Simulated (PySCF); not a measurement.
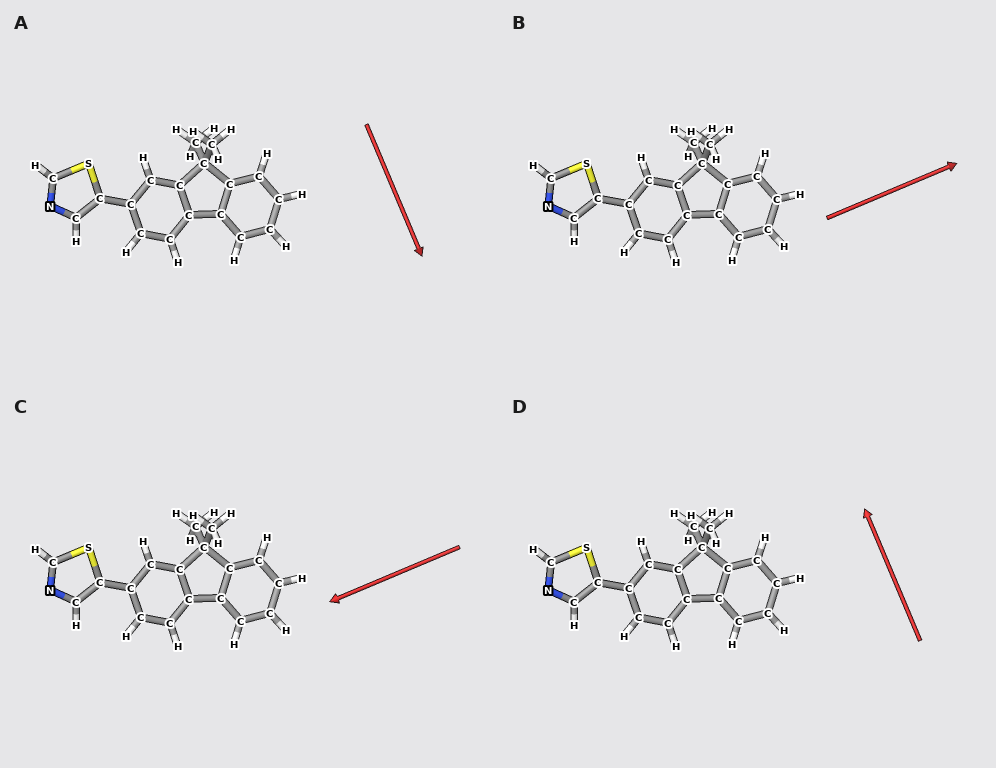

The same molecule four times, each with an arrow. The geometry was computed by an optimisation with GFN2-xTB. No frequency run is at hand to confirm it as a minimum. Level of theory: B3LYP/6-31G*, gas phase (PySCF 2.14.0).

Question: Which arrow points along the dipole moment, from the negative to the positive end?

Answer: B. The dipole moment is 2.25 D.
